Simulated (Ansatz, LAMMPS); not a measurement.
# Structural relaxation of amorphous 46SiO2-54Al2O3 (mol %) (114 atoms), part 4 of 4

Aim: bring amorphous 46SiO2-54Al2O3 (mol %) (114 atoms) to a nearby minimum of the energy and see what moves.

Ansatz 0.2.0; Kohn-Sham DFT, PBE, PAW (set soft_2), plane waves.

The cell: 13 Si, 30 Al and 71 O. The quench rate of 50 K/ps is many orders above laboratory rates. The network of bonds at the start is that of the classical potential that made the cell. Only the Γ point is sampled in the main run, in a cell whose shortest periodic width is 11 Å.

So far. Step 4 (Cell and atoms relaxed): The relaxation changed the energy by -28.4 meV/atom, and atoms moved by 0.12 Å r.m.s., 0.33 Å at most. Step 7 (K-mesh 2×2×2): Forces differ from those of the single point at the relaxed geometry by 3.4 meV/Å r.m.s.; the energy by -0.92 meV/atom and the gap by -0.015 eV. It took 3.3 min and 9 cycles; the reference's time can't be set against it, since the two runs asked for unlike analyses.

**8. Functional HSE06**

HSE06 mixes in a quarter of exact exchange at short range, which counters self-interaction, at a higher cost.

This step: Kohn-Sham DFT, HSE06, PAW (set soft_2), plane waves (Ansatz 0.2.0).

input.yaml

```yaml
crystal:
  lattice:
    - [11.2503, -0.09946, 0.0623]
    - [-0.09946, 11.47174, -0.06244]
    - [0.0623, -0.06244, 11.05092]
  atoms:
    [... the 114 atom lines of step 6 ...]
kpoints:
  mp_grid: { grid: [1, 1, 1] }
hamiltonian:
  xc: hse06
scf:
  occupations: { method: fermi_dirac, width: 0.025 }
output:
  forces: true
  stress: true
  populations: true
  dos:
    method: { smearing: { sigma: 0.08 } }
    de: 0.05
    projected: { site_lists: { Al: [Al], O: [O], Si: [Si] } }
  eigenvalues: true
```

Started as:

```console
$ ansatz run input.yaml --threads 4 --pin off --max-ram 8192MiB --backend cpu --events-out ev --progress --plain --runs-dir out
```

Numbers of over 12 decimals in the logs are rounded to 6 here.

The log of the run:

```text
Warning: output.stress: scf.convergence.dr2_threshold = 1e-7 eV (the SCF's general default) is looser than the 1.6e-9 eV advised for a printed stress (1e-10 eV for each atom of the cell: 114, of which 16 are counted). What an SCF threshold leaves in a stress goes as its square root, and in the free energy as the threshold itself, and one threshold admits the most on a small cell: [...]
Warning: output.stress: scf.exx.energy_threshold = 1e-6 eV is looser than the 1.6e-7 eV advised for a stress under a hybrid functional (1e-8 eV for each atom of the cell: 114, of which 16 are counted). Every SCF of the exchange loop can meet its threshold on dr2 while the loop round them stops early: [...]
exact exchange: scf.exx.singularity resolves to wigner_seitz, which cuts the screened interaction at the faces of the exchange supercell's Wigner-Seitz cell, so that each pair interacts once, at the shortest of its separations (the periodic images that this leaves out come, [...]
[...]
Crystal: 114 atoms, lattice volume = 1426.041 Å³
Basis set: ecut = 420 eV, 27887 PW (Γ), exchange–correlation on 160×160×150 points (8 copies of the dense FFT grid, shifted against one another)
Bands: 398, of which v1, the nominal top of the filled ones, is band 284 counted from 1 (283 counted from 0)
Symmetry: 1 space group operations
[...]
k-points: 1
[...]
SCF iter   1: F=—  HF=-64819.053162 eV  |F-HF|=—  |Δ(HF+E_count)|=         —  Δρ=2.30e-3  dr2=1.43e-1  ethr=1.77e-3  ⟨swp⟩=17.0  Hψ=2362  notcnv=0
[...]
SCF iter   4: F=-64819.062289 eV  HF=-64819.062112 eV  |F-HF|=1.76e-4  |Δ(HF+E_count)|=   3.80e-3  Δρ=3.05e-4  dr2=7.99e-4  ethr=6.13e-7  ⟨swp⟩=6.0  Hψ=944  notcnv=0  defer=10
SCF 1 stopped early in 4 iterations: F = -64819.062289 eV  dr2 = 7.99e-4
[...]
Exchange kernel: α = 0.2500, screened, ω = 0.2079 Å⁻¹, Wigner–Seitz truncation, v(0) = 956.9474 eV·Å³, q-mesh 1×1×1, nearest image of the exchange supercell L = 11.05 Å, pair-density grid 54×60×54, without the augmentation charges, whose exchange is taken in its separable form (sized by the pseudopotential files, [...]
Frozen-core exchange: fock
SCF iter   1: F=—  HF=-64830.845344 eV  |F-HF|=—  |Δ(HF+E_count)|=         —  Δρ=6.72e-3  dr2=5.23e-1  ethr=1.41e-6  ⟨swp⟩=15.0  Hψ=2283  notcnv=0
[...]
SCF iter   6: F=—  HF=-64830.842747 eV  |F-HF|=—  |Δ(HF+E_count)|=   2.13e-4  Δρ=8.16e-5  dr2=1.06e-4  ethr=9.20e-8  ⟨swp⟩=4.0  Hψ=951  notcnv=0
SCF iter   7: F=-64830.842717 eV  HF=-64830.842720 eV  |F-HF|=3.50e-6  |Δ(HF+E_count)|=   2.71e-5  Δρ=2.10e-5  dr2=2.93e-5  ethr=1.42e-8  ⟨swp⟩=4.0  Hψ=873  notcnv=0
SCF 2 stopped early in 7 iterations: F = -64830.842717 eV  dr2 = 2.93e-5
  Residual-converged pass: ⟨swp⟩=4.0  Hψ=1061  notcnv=0  max |occ|·‖R‖ = 5.2e-6 eV (tolerance 6.7e-6 eV)  dr2=2.94e-5  dr2_onsite=5.13e-7  max |Δocc| = 0.0e0
[...]
hybrid outer 1: dexx = +2.095e-1 eV, tail = 2.15e-4 eV
[...]
Frozen-core exchange: fock
SCF iter   1: F=—  HF=-64830.840620 eV  |F-HF|=—  |Δ(HF+E_count)|=         —  Δρ=3.50e-5  dr2=1.13e-5  ethr=1.89e-7  ⟨swp⟩=20.0  Hψ=1349  notcnv=0
[...]
SCF iter   4: F=-64830.840621 eV  HF=-64830.840621 eV  |F-HF|=2.37e-9  |Δ(HF+E_count)|=   1.29e-8  Δρ=7.17e-7  dr2=5.57e-9  ethr=4.86e-11  ⟨swp⟩=5.0  Hψ=992  notcnv=0  defer=20
SCF 3 converged in 4 iterations: F = -64830.840621 eV  dr2 = 5.57e-9
[...]
hybrid outer 2: dexx = +2.110e-6 eV, tail = 4.64e-8 eV, Δε = 1.02e-3 eV (about 1.55e-5 eV left of the loop's levels), ΔF = 4.68e-3 eV/Å (tail 3.25e-4)
hybrid SCF converged: 2 outer / 11 inner (+4 warm-up), last move |dexx| = 2.11e-6 eV, tail = 4.64e-8 eV
Stability not checked: this state was not tested for a lower state beside it, because the functional holds exact exchange (a hybrid, or Hartree-Fock), whose exchange loop this test does not read (fock_operator; see scf.lower_state_search)
Free energy (F): -64830.840621 eV
Frozen-core exchange: fock
[...]
Internal energy: -64830.840621 eV  (E = F + TS)
E sigma→0 (E₀):  -64830.840621 eV
Fermi energy:    5.155499 eV
[...]
Σ components = -64830.840621   (vs F -64830.840621, Δ=0.00e0)
--- Forces (eV/Å), atoms counted from 1 ---
  atom   1  Si     0.04573975    -0.05767229    -0.05585220
  atom   2  Si     0.01413246    -0.07259169    -0.06288657
  atom   3  Si    -0.11904091    -0.01121565     0.02501831
  atom   4  Si     0.01784043     0.03395309    -0.00320333
[...]
atom 114  O     -0.09658396     0.05854781     0.19877130
  max |Σ_I F_I| component: 2.43e-4 eV/Å
--- Stress (GPa, compression-positive) ---
       -5.275266      -0.012625      -0.098696
       -0.012609      -5.117397      -0.110759
       -0.098697      -0.110753      -5.113692
  P = ⅓ Tr σ = -5.1688 GPa (-51.688 kbar)
--- Band table (eV) ---
[...]
--- Löwdin populations: 114 sites ---
  site symbol       q [e]
     0     Si      2.2006
     1     Si      2.2131
     2     Si      2.1715
[...]
113      O      6.8606
  spilling = 0.010640 (of n_electrons = 568.000000)
```

It took 5.2 min on 4 threads of Arm Neoverse V2, shared host; peak memory 4.6 GiB.

The program notes that the exchange threshold is loose for the stress and the SCF threshold is loose for the stress.

Geometry and reference: those of the single point at the relaxed geometry.

Forces differ from those of the single point at the relaxed geometry by 145 meV/Å r.m.s.; the pressure by -5.2 GPa and the gap by +1.7 eV. It took 5.2 min and 15 cycles; the reference's time can't be set against it, since the two runs asked for unlike analyses.

The run gave:

```yaml
free_energy: -64830.8406 eV
free_energy_per_atom: -568.6916 eV/atom
scf_cycles: 15
pressure: -5.169 GPa
r_m_s_force_component: 0.1446 eV/Å
longest_force: 0.5518 eV/Å
fermi_energy: 5.155 eV
spacing_of_highest_filled_and_lowest_empty_level: 5.117 eV
spilling_of_the_projection: 0.01064
```

Length of the force by element and coordination:

```
element  coordination  atoms  mean length of the force (eV/Å)  spread   least   most
     Al           all     30                            0.121   0.048  0.0152  0.195
     Al             4     21                            0.129  0.0411  0.0493  0.188
     Al             5      8                            0.101  0.0599  0.0152  0.195
     Al             6      1                            0.111       0   0.111  0.111
      O           all     71                            0.279   0.119  0.0426  0.552
      O             2     34                            0.344   0.110   0.133  0.552
      O             3     34                            0.225  0.0917  0.0426  0.429
      O             4      3                            0.152  0.0626  0.0965  0.240
     Si           all     13                           0.0822  0.0352  0.0385  0.155
```

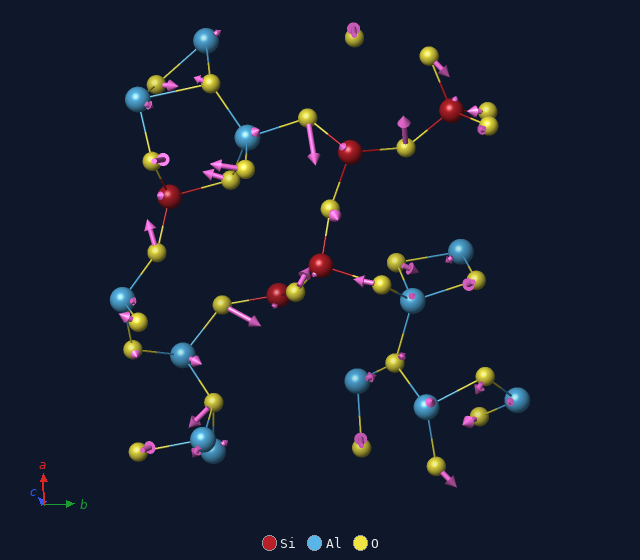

Forces as arrows; the longest in the cell is 0.552 eV/Å. Drawn is a slice 4 Å thick, seen along the normal of the ab plane. Bonds to atoms that aren't drawn are left out.

Löwdin charges by element and coordination (they lack the spilled electrons, 0.053 e an atom on average):

```
element  coordination  atoms  mean charge (e)  spread   least    most
     Al           all     30             1.43  0.0286    1.37    1.47
     Al             4     21             1.45  0.0217    1.39    1.47
     Al             5      8             1.41  0.0179    1.38    1.45
     Al             6      1             1.37       0    1.37    1.37
      O           all     71           -0.852  0.0291  -0.918  -0.786
      O             2     34           -0.847  0.0301  -0.918  -0.786
      O             3     34           -0.857  0.0284  -0.895  -0.813
      O             4      3           -0.858  0.0113  -0.872  -0.845
     Si           all     13             1.81  0.0111    1.79    1.83
```

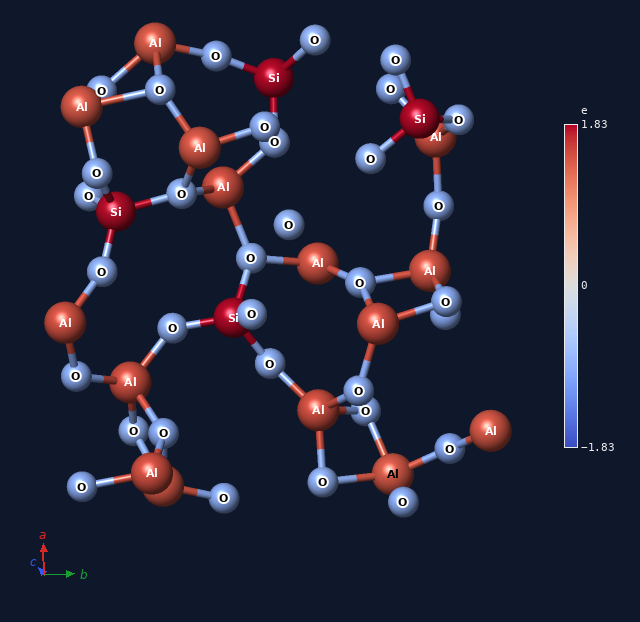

Atoms coloured by Löwdin charge. Drawn is a slice 4 Å thick, seen along the normal of the ab plane. Bonds to atoms that aren't drawn are left out.

Density of states as counts of states in windows of 1 eV (from the Fermi level), total and the larger projections:

```
from (eV)  to (eV)  total   O p  Al p
      -18      -13    0.0   0.0   0.0
      -13      -12    1.6   1.1   0.0
      -12      -11    5.4   3.7   0.1
      -11      -10   16.3  11.6   0.5
      -10       -9   31.3  23.7   1.4
       -9       -8   41.7  32.6   2.9
       -8       -7   55.5  45.1   4.9
       -7       -6   58.4  50.1   4.2
       -6       -5   72.5  66.1   2.7
       -5       -4   72.6  68.4   1.4
       -4       -3   60.6  58.0   0.8
       -3       -2   10.2   9.9   0.1
       -2        2    0.0   0.0   0.0
        2        3    2.0   0.0   0.1
        3        4    0.0   0.0   0.0
        4        5   12.1   1.3   3.9
```

Between -25 and -18 eV lie 142 more states.

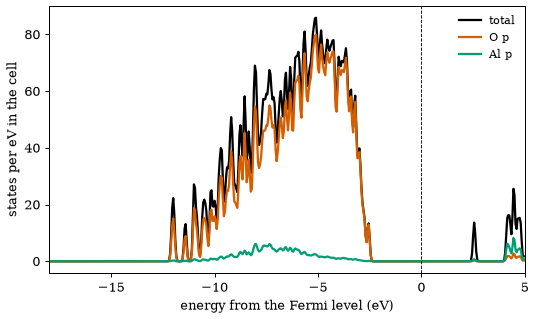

Total and projected density of states, with the broadening of the input.

The levels nearest the highest filled one (over half full), pooled over k-points and spins:

```
level less the highest filled one (eV)  occupation
                                -0.463           2
                                -0.442           2
                                -0.388           2
                                -0.306           2
                                -0.197           2
                                     0           2
                                  5.12           0
                                  6.71           0
                                  6.83           0
                                  7.02           0
                                  7.04           0
                                  7.22           0
```

**9. Functional r2SCAN (500 eV)**

The meta-GGA r2SCAN uses the kinetic energy density as well as the density and its gradient. Besides, the cutoff goes from 420 to 500 eV.

This step: Kohn-Sham DFT, r2SCAN, PAW (set soft_2), plane waves (Ansatz 0.2.0).

input.yaml, as its differences from that of step 8:

```diff
@@ -10,3 +10,3 @@
 hamiltonian:
-  xc: hse06
+  xc: r2scan
 scf:
```

The log of the run:

```text
[...]
Crystal: 114 atoms, lattice volume = 1426.041 Å³
Basis set: ecut = 500 eV, 36197 PW (Γ), exchange–correlation on 360×360×324 points (64 copies of the dense FFT grid, shifted against one another)
Bands: 398, of which v1, the nominal top of the filled ones, is band 284 counted from 1 (283 counted from 0)
Symmetry: 1 space group operations
[...]
k-points: 1
[...]
SCF iter   1: F=—  HF=-65047.037132 eV  |F-HF|=—  |Δ(HF+E_count)|=         —  Δρ=7.74e-3  dr2=1.01e0  dr2_τ=7.65e0  ethr=1.77e-3  ⟨swp⟩=6.0  Hψ=1784  notcnv=0  defer=56
[...]
SCF iter   8: F=—  HF=-65050.460019 eV  |F-HF|=—  |Δ(HF+E_count)|=   1.83e-6  Δρ=7.84e-6  dr2=9.60e-7  dr2_τ=6.87e-8  ethr=8.44e-10  ⟨swp⟩=2.0  Hψ=573  notcnv=0  defer=107
SCF iter   9: F=-65050.460020 eV  HF=-65050.460020 eV  |F-HF|=1.21e-8  |Δ(HF+E_count)|=   1.14e-7  Δρ=2.24e-6  dr2=7.60e-8  dr2_τ=6.90e-9  ethr=1.76e-11  ⟨swp⟩=16.0  Hψ=2400  notcnv=0
SCF 1 converged in 9 iterations: F = -65050.460020 eV  dr2 = 7.60e-8
[...]
SCF converged after 9 iterations
Free energy (F): -65050.460020 eV
[...]
Internal energy: -65050.460020 eV  (E = F + TS)
E sigma→0 (E₀):  -65050.460020 eV
Fermi energy:    5.472354 eV
[...]
Σ components = -65050.460020   (vs F -65050.460020, Δ=0.00e0)
--- Forces (eV/Å), atoms counted from 1 ---
  atom   1  Si     0.02121597    -0.03833580     0.00837645
  atom   2  Si    -0.02179774    -0.06410293    -0.06033398
  atom   3  Si    -0.07967202    -0.01482199     0.02552620
  atom   4  Si     0.04765370     0.04207504     0.01560138
[...]
atom 114  O     -0.05410397     0.06312121     0.18095637
  max |Σ_I F_I| component: 2.86e-4 eV/Å
--- Stress (GPa, compression-positive) ---
       -5.087376       0.003398      -0.075226
        0.003387      -4.953781      -0.075763
       -0.075188      -0.075720      -4.964429
  P = ⅓ Tr σ = -5.0019 GPa (-50.019 kbar)
--- Band table (eV) ---
[...]
--- Löwdin populations: 114 sites ---
  site symbol       q [e]
     0     Si      2.1951
     1     Si      2.2089
     2     Si      2.1666
[...]
113      O      6.8598
  spilling = 0.010489 (of n_electrons = 568.000000)
```

The job ended after 53 s (4 threads; peak memory 4 GiB; 3.5 min of CPU time).

Geometry and reference: those of the single point at the relaxed geometry.

Forces differ from those of the single point at the relaxed geometry by 114 meV/Å r.m.s.; the pressure by -5.0 GPa and the gap by +0.61 eV. It took 53 s and 9 cycles; the reference's time can't be set against it, since the two runs asked for unlike analyses.

**10. Functional PBEsol**

PBEsol restores the gradient expansion of exchange for slowly varying densities and usually gives shorter bonds in solids than PBE.

This step: Kohn-Sham DFT, PBEsol, PAW (set soft_2), plane waves (Ansatz 0.2.0).

input.yaml, as its differences from that of step 9:

```diff
@@ -10,3 +10,3 @@
 hamiltonian:
-  xc: r2scan
+  xc: pbesol
 scf:
```

The log of the run:

```text
[...]
Crystal: 114 atoms, lattice volume = 1426.041 Å³
Basis set: ecut = 420 eV, 27887 PW (Γ), exchange–correlation on 160×160×150 points (8 copies of the dense FFT grid, shifted against one another)
Bands: 398, of which v1, the nominal top of the filled ones, is band 284 counted from 1 (283 counted from 0)
Symmetry: 1 space group operations
[...]
k-points: 1
[...]
SCF iter   1: F=—  HF=-63776.722486 eV  |F-HF|=—  |Δ(HF+E_count)|=         —  Δρ=1.19e-2  dr2=1.65e0  ethr=1.77e-3  ⟨swp⟩=6.0  Hψ=1783  notcnv=0  defer=57
[...]
SCF iter   9: F=—  HF=-63776.226806 eV  |F-HF|=—  |Δ(HF+E_count)|=   1.46e-6  Δρ=4.82e-6  dr2=2.68e-7  ethr=1.76e-11  ⟨swp⟩=15.0  Hψ=2620  notcnv=0
SCF iter  10: F=-63776.226806 eV  HF=-63776.226806 eV  |F-HF|=2.95e-8  |Δ(HF+E_count)|=   4.52e-8  Δρ=1.15e-6  dr2=2.21e-8  ethr=1.76e-11  ⟨swp⟩=4.0  Hψ=1167  notcnv=0
SCF 1 converged in 10 iterations: F = -63776.226806 eV  dr2 = 2.21e-8
[...]
SCF converged after 10 iterations
Free energy (F): -63776.226806 eV
[...]
Internal energy: -63776.226806 eV  (E = F + TS)
E sigma→0 (E₀):  -63776.226806 eV
Fermi energy:    5.410776 eV
[...]
Σ components = -63776.226806   (vs F -63776.226806, Δ=0.00e0)
--- Forces (eV/Å), atoms counted from 1 ---
  atom   1  Si     0.00231943    -0.02071152     0.02359278
  atom   2  Si     0.05826969    -0.00333216     0.01690916
  atom   3  Si     0.02225407    -0.01802026    -0.02314857
  atom   4  Si    -0.03170352     0.02149746    -0.00320386
[...]
atom 114  O     -0.01509153     0.00059805     0.05562110
  max |Σ_I F_I| component: 1.40e-4 eV/Å
--- Stress (GPa, compression-positive) ---
       -3.040273      -0.010184      -0.011739
       -0.010169      -3.037420      -0.019797
       -0.011740      -0.019792      -3.072205
  P = ⅓ Tr σ = -3.0500 GPa (-30.500 kbar)
--- Band table (eV) ---
[...]
--- Löwdin populations: 114 sites ---
  site symbol       q [e]
     0     Si      2.2880
     1     Si      2.2987
     2     Si      2.2590
[...]
113      O      6.8097
  spilling = 0.010513 (of n_electrons = 568.000000)
```

The job ended after 22 s (4 threads; peak memory 1.9 GiB).

Geometry and reference: those of the single point at the relaxed geometry.

Forces differ from those of the single point at the relaxed geometry by 43 meV/Å r.m.s.; the pressure by -3.0 GPa and the gap by -0.096 eV.

**11. All settings compared**

Differences are against the single point at the relaxed geometry (Kohn-Sham DFT, PBE, PAW (set soft_2), plane waves), whose r.m.s. force component is 0.00336 eV/Å. Energies are set beside the reference only for runs with its functional, potentials and electron count. Times are for 4 threads of Arm Neoverse V2, shared host. The reference's time includes grids, which some other runs skip.

```
                       run  Δ force, r.m.s. (meV/Å)  Δ energy (meV/atom)  Δ pressure (GPa)  Δ gap (eV)  cycles     time  host memory (GiB)
                 reference                        -                    -                 -           -       9     21 s                1.9
              k-mesh 2×2×2                     3.36               -0.916            0.0091     -0.0148       9  3.3 min                6.1
          functional HSE06                      145                    -             -5.16        1.71      15  5.2 min                4.6
functional r2SCAN (500 eV)                      114                    -             -5.00       0.614       9     53 s                4.0
         functional PBEsol                     42.9                    -             -3.04     -0.0963      10     22 s                1.9
```

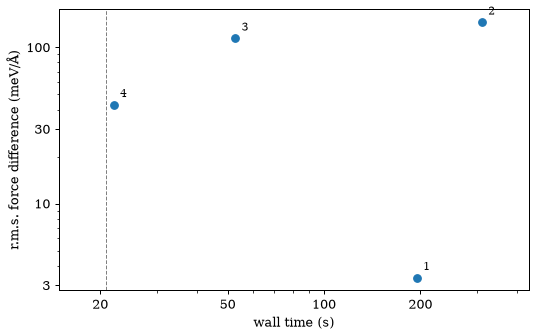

Force difference from the reference against wall time; the dashed line marks the reference's time. Points: 1 k-mesh 2×2×2; 2 functional HSE06; 3 functional r2SCAN (500 eV); 4 functional PBEsol.

**12. What came out**

```yaml
energy_change_in_the_relaxation: -28.41 meV/atom
r_m_s_displacement: 0.116 Å
largest_displacement: 0.334 Å
free_energy_per_atom: -568.5882 eV/atom
pressure: -0.005886 GPa
r_m_s_force_component: 0.00336 eV/Å
spacing_of_highest_filled_and_lowest_empty_level: 3.403 eV
wall_time_of_the_7_dft_runs: 13 min
```

In words: Relaxation lowers the energy by 28.4 meV/atom and moves atoms by 0.12 Å r.m.s.; the r.m.s. force component goes from 0.54 to 0.0034 eV/Å. Displacements are taken in the final cell, so they leave out its strain. By the final cutoffs 0 of 180 bonded pairs parted and 2 joined. The cell grew by 0.3 % in volume. From the first step to the last the energy fell by 3.239 eV, across changes of basis, and the largest move was 0.33 Å (O76). The O-Si bonds change most in mean length: from 1.623 Å (spread 0.050) to 1.643 Å (spread 0.046). With the cutoffs above, 70 % of Al atoms have 4, 48 % of O atoms have 2 and as many 3 and all Si atoms have 4 bonded neighbours. 48 % of the oxygens bridge two formers (Si and Al) and 0 % are non-bridging; 48 % join three; 4 % join four. Filled and empty levels are parted by 3.40 eV (at Γ alone); a semilocal functional tends to put such gaps too low. In a disordered cell it changes from sample to sample, and tail or defect levels can set it.

Among the changes of functional, dispersion, potentials or spin, functional HSE06 moves the forces most, by 145 meV/Å r.m.s. The gap changes by +1.71 eV with HSE06.

What to keep in mind: The starting topology of bonds comes from the classical model; in DFT 0 of its 180 bonded pairs passed out of the cutoffs and 2 came within them.

[Logs are printed without paths, hosts, clocks, repeated set-up lines and the standing remarks that a program may print on its own settings, such as how far it seeks lower states.]

[Hosts, paths, dates, database ids (printed as entryN), source tags and the programs' standing remarks are cut or masked in the printed files.]
